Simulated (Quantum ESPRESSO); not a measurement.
**Collinear magnetic orders of CoO with Quantum ESPRESSO**

Does CoO prefer parallel or opposed moments?

Method: PBE with U = 3.5 eV on Co d (ortho-atomic projectors); plane waves with GBRV 1.5 PBE potentials, no spin-orbit coupling, in Quantum ESPRESSO 7.5.

## (1) The starting structure

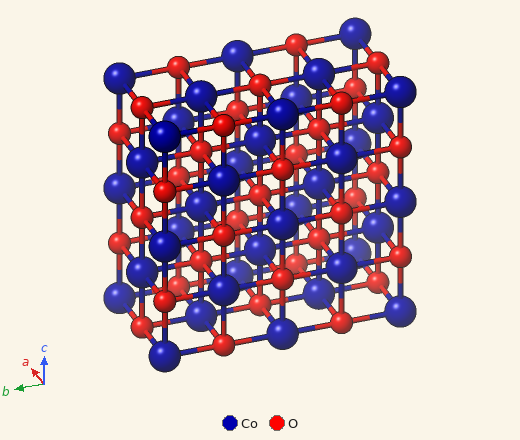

Start, viewed from a free direction; cobalt blue, oxygen red. 1×2×2 cells are drawn. This picture shows the conventional cell, with its axes. Some periodic images of atoms are drawn too.

The cell comes from the Crystallography Open Database.

## (2) Start 1: ferro +

The signs are those of the starting moments on the seeded atoms, the atoms that are given a moment.

The input, pw.in:

```
&CONTROL
  calculation = 'scf'
  prefix = 'pwscf'
  outdir = './tmp'
  pseudo_dir = './pseudo'
  disk_io = 'nowf'
/
&SYSTEM
  ibrav = 0
  celldm(1) = 8
  nat = 2
  ntyp = 2
  ecutwfc = 40
  ecutrho = 280
  nbnd = 20
  occupations = 'smearing'
  smearing = 'fd'
  degauss = 0.00367493
  nspin = 2
  starting_magnetization(1) = 0.1765
  starting_magnetization(2) = 0
/
&ELECTRONS
  conv_thr = 4d-09
  electron_maxstep = 150
  mixing_beta = 0.3
/
ATOMIC_SPECIES
Co     58.9332 co_pbe_v1.2.uspp.F.UPF
O      15.9990 o_pbe_v1.2.uspp.F.UPF
CELL_PARAMETERS alat
   0.0000000000000    0.5034939043300    0.5034939043300
   0.5034939043300    0.0000000000000    0.5034939043300
   0.5034939043300    0.5034939043300    0.0000000000000
ATOMIC_POSITIONS crystal
Co      0.0000000000    0.0000000000    0.0000000000
O       0.5000000000    0.5000000000    0.5000000000
K_POINTS automatic
10 10 10 0 0 0
HUBBARD {ortho-atomic}
U Co-3d 3.5000
```

On the command line:

```
> OMP_NUM_THREADS=1 mpirun -n 2 pw.x -nk 2 -in pw.in > pw.out
```

The log of the run:

```text
Program PWSCF v.7.5 starts

     Message from routine setup:
     using ibrav=0 with symmetry is DISCOURAGED, use correct ibrav instead

     K-points division:     npool     =       2
     Subspace diagonalization in iterative solution of the eigenvalue problem:

     G-vector sticks info
     --------------------
     sticks:   dense  smooth     PW     G-vecs:    dense   smooth      PW
     Sum         637     361    121                10417     4477     893

     Using Slab Decomposition

     bravais-lattice index     =            0
     lattice parameter (alat)  =       8.0000  a.u.
     unit-cell volume          =     130.7021 (a.u.)^3
     number of atoms/cell      =            2
     number of atomic types    =            2
     number of electrons       =        23.00
     number of Kohn-Sham states=           20
     kinetic-energy cutoff     =      40.0000  Ry
     charge density cutoff     =     280.0000  Ry
     scf convergence threshold =      4.0E-09
     mixing beta               =       0.3000
     number of iterations used =            8  plain     mixing
     Exchange-correlation= SLA  PW   PBE  PBE
                           (   1   4   3   4   0   0   0)
     Hubbard projectors: ortho-atomic
     Hubbard parameters of DFT+U (Dudarev formulation) in eV:
     U(Co-3d) =  3.5000

     Internal variables: lda_plus_u =T, lda_plus_u_kind = 0

     Internal variables: orbital_resolved =F, hub_pot_fix =F, apply_U = F

     celldm(1)=   8.000000  celldm(2)=   0.000000  celldm(3)=   0.000000
     celldm(4)=   0.000000  celldm(5)=   0.000000  celldm(6)=   0.000000

     crystal axes: (cart. coord. in units of alat)
               a(1) = (   0.000000   0.503494   0.503494 )
               a(2) = (   0.503494   0.000000   0.503494 )
               a(3) = (   0.503494   0.503494   0.000000 )

     reciprocal axes: (cart. coord. in units 2 pi/alat)
               b(1) = ( -0.993061  0.993061  0.993061 )
               b(2) = (  0.993061 -0.993061  0.993061 )
               b(3) = (  0.993061  0.993061 -0.993061 )

     PseudoPot. # 1 for Co read from file:
     co_pbe_v1.2.uspp.F.UPF
     Pseudo is Ultrasoft + core correction, Zval = 17.0
     Generated by new atomic code, or converted to UPF format
     Using radial grid of  863 points,  6 beta functions with:
                l(1) =   0
                l(2) =   0
                l(3) =   1
                l(4) =   1
                l(5) =   2
                l(6) =   2
     Q(r) pseudized with  8 coefficients,  rinner =    1.200   1.200   1.200
                                                       1.200   1.200

     PseudoPot. # 2 for O  read from file:
     o_pbe_v1.2.uspp.F.UPF
     Pseudo is Ultrasoft + core correction, Zval =  6.0
     Generated by new atomic code, or converted to UPF format
     Using radial grid of  737 points,  5 beta functions with:
                l(1) =   0
                l(2) =   0
                l(3) =   1
                l(4) =   1
                l(5) =   2
     Q(r) pseudized with  8 coefficients,  rinner =    0.900   0.900   0.900
                                                       0.900   0.900

     atomic species   valence    mass     pseudopotential
     Co               17.00    58.93320     Co( 1.00)
     O                 6.00    15.99900     O ( 1.00)

     Starting magnetic structure
     atomic species   magnetization
     Co              0.176
     O               0.000

     48 Sym. Ops., with inversion, found

   Cartesian axes

     site n.     atom                  positions (alat units)
         1        Co     tau(   1) = (   0.0000000   0.0000000   0.0000000  )
         2        O      tau(   2) = (   0.5034939   0.5034939   0.5034939  )

     number of k points=    47  Fermi-Dirac smearing, width (Ry)=  0.0037
                       cart. coord. in units 2pi/alat
        k(    1) = (   0.0000000   0.0000000   0.0000000), wk =   0.0010000
        k(    2) = (   0.0993061   0.0993061  -0.0993061), wk =   0.0080000
        k(    3) = (   0.1986121   0.1986121  -0.1986121), wk =   0.0080000
        k(    4) = (   0.2979182   0.2979182  -0.2979182), wk =   0.0080000
        k(    5) = (   0.3972243   0.3972243  -0.3972243), wk =   0.0080000
        [... 42 further k-points ...]

     Dense  grid:    10417 G-vectors     FFT dimensions: (  32,  32,  32)

     Smooth grid:     4477 G-vectors     FFT dimensions: (  24,  24,  24)

     Check: negative core charge=   -0.000039
     Generating pointlists ...
     new r_m :   0.2077 (alat units)  1.6615 (a.u.) for type    1
     new r_m :   0.2077 (alat units)  1.6615 (a.u.) for type    2

     Initial potential from superposition of free atoms

     starting charge      22.0000, renormalised to      23.0000

     STARTING HUBBARD OCCUPATIONS:

     =================== HUBBARD OCCUPATIONS ===================
     ------------------------ ATOM    1 ------------------------
     Tr[ns(  1)] (up, down, total) =   5.00000  2.00000  7.00000
     Atomic magnetic moment for atom   1 =   3.00000
     [... lines left out ...]
     Number of occupied Hubbard levels =    7.0000

     Atomic wfc used for Hubbard projectors are orthogonalized

     Starting wfcs are   17 randomized atomic wfcs +    3 random wfcs

     Self-consistent Calculation

     iteration #  1     ecut=    40.00 Ry     beta= 0.30
     Davidson diagonalization with overlap
     ethr =  1.00E-02,  avg # of iterations =  5.1

     =================== HUBBARD OCCUPATIONS ===================
     ------------------------ ATOM    1 ------------------------
     Tr[ns(  1)] (up, down, total) =   4.64983  0.91727  5.56709
     Atomic magnetic moment for atom   1 =   3.73256
     [... lines left out ...]
     Number of occupied Hubbard levels =    5.5671

     total energy              =    -328.79794794 Ry
     estimated scf accuracy    <       6.06041065 Ry

     total magnetization       =     3.68 Bohr mag/cell
     absolute magnetization    =     3.76 Bohr mag/cell

     iteration #  2     ecut=    40.00 Ry     beta= 0.30
     Davidson diagonalization with overlap
     ethr =  1.00E-02,  avg # of iterations =  2.0

     total energy              =    -329.75089793 Ry
     estimated scf accuracy    <       5.12695592 Ry

     total magnetization       =     1.03 Bohr mag/cell
     absolute magnetization    =     1.06 Bohr mag/cell

     iteration #  3     ecut=    40.00 Ry     beta= 0.30
     Davidson diagonalization with overlap
     ethr =  1.00E-02,  avg # of iterations =  1.1

     total energy              =    -330.56211273 Ry
     estimated scf accuracy    <       0.21020879 Ry

     total magnetization       =     3.02 Bohr mag/cell
     absolute magnetization    =     3.05 Bohr mag/cell

     [... further iterations left out ...]

     iteration # 14     ecut=    40.00 Ry     beta= 0.30
     Davidson diagonalization with overlap
     ethr =  9.67E-09,  avg # of iterations =  1.0

     total energy              =    -330.59483357 Ry
     estimated scf accuracy    <       0.00000055 Ry

     total magnetization       =     2.99 Bohr mag/cell
     absolute magnetization    =     3.02 Bohr mag/cell

     iteration # 15     ecut=    40.00 Ry     beta= 0.30
     Davidson diagonalization with overlap
     ethr =  2.39E-09,  avg # of iterations =  1.0

     total energy              =    -330.59483350 Ry
     estimated scf accuracy    <       0.00000042 Ry

     total magnetization       =     2.99 Bohr mag/cell
     absolute magnetization    =     3.02 Bohr mag/cell

     iteration # 16     ecut=    40.00 Ry     beta= 0.30
     Davidson diagonalization with overlap
     ethr =  1.83E-09,  avg # of iterations =  1.0

     total energy              =    -330.59483348 Ry
     estimated scf accuracy    <       0.00000010 Ry

     total magnetization       =     2.99 Bohr mag/cell
     absolute magnetization    =     3.02 Bohr mag/cell

     iteration # 17     ecut=    40.00 Ry     beta= 0.30
     Davidson diagonalization with overlap
     ethr =  4.28E-10,  avg # of iterations =  2.0

     Magnetic moment per site  (integrated on atomic sphere of radius R)
     atom   1 (R=0.208)  charge= 14.5960  magn=  2.6107
     atom   2 (R=0.208)  charge=  5.7897  magn=  0.2775

     End of self-consistent calculation

     =================== HUBBARD OCCUPATIONS ===================
     ------------------------ ATOM    1 ------------------------
     Tr[ns(  1)] (up, down, total) =   4.97548  2.30880  7.28427
     Atomic magnetic moment for atom   1 =   2.66668
     [... lines left out ...]
     Number of occupied Hubbard levels =    7.2843

     [... lines left out ...]
     the Fermi energy is    13.1947 ev

!    total energy              =    -330.59483350 Ry
     estimated scf accuracy    <          7.3E-10 Ry
     smearing contrib. (-TS)   =      -0.00264840 Ry
     internal energy E=F+TS    =    -330.59218509 Ry

     The total energy is F=E-TS. E is the sum of the following terms:
     one-electron contribution =    -182.91345714 Ry
     hartree contribution      =     104.80706004 Ry
     xc contribution           =     -40.03812594 Ry
     ewald contribution        =    -212.56286172 Ry
     Hubbard energy            =       0.11519967 Ry

     total magnetization       =     2.99 Bohr mag/cell
     absolute magnetization    =     3.02 Bohr mag/cell

     convergence has been achieved in  17 iterations

=------------------------------------------------------------------------------=
   JOB DONE.
=------------------------------------------------------------------------------=
```

It took 22 s on 2 MPI ranks of Intel Xeon Platinum 8488C (Sapphire Rapids), shared host; peak memory 0.18 GiB.

Spin moment in the atom's sphere by atom:

```csv
atom,spin moment in the atom's sphere (μB)
Co1,2.61
O2,0.28
```

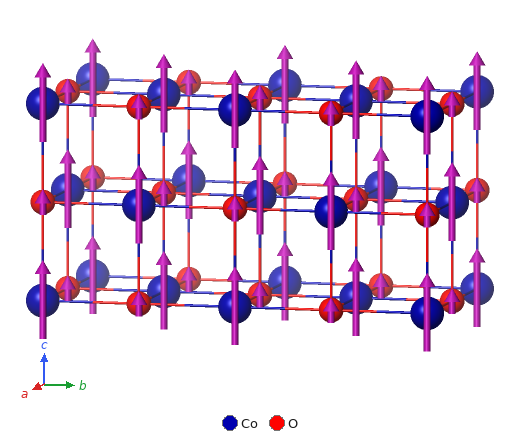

Spin moment in the atom's sphere as arrows, the longest 2.61 μB. Up and down stand for the sign. Arrows give size and sign along the axis of quantisation, drawn up and down the page. Each arrow also spans its atom, so small moments look longer than they are. 1×2×1 conventional cells are drawn. Some periodic images of atoms are drawn too.

This step gave:

| Quantity | Value |
| --- | --- |
| smearing term TS | 0.03603 eV |
| magnetization | 2.991 μB |
| absolute magnetization | 3.019 μB |
| final state | ferromagnetic |

(Part 1 of 2 ends here.)

[Logs and program files are shortened in this print: banners, set-up blocks, solver, clock and traceback lines can be left out without a mark of their own.]

[Logs are printed without paths, hosts, clocks, repeated set-up lines and the standing remarks that a program may print on its own settings, such as how far it seeks lower states.]

[Hosts, paths, dates, database ids (printed as entryN), source tags and the programs' standing remarks are cut or masked in the printed files.]

[Where a cell is said to come from a database of computed structures, the database is the Materials Project.]
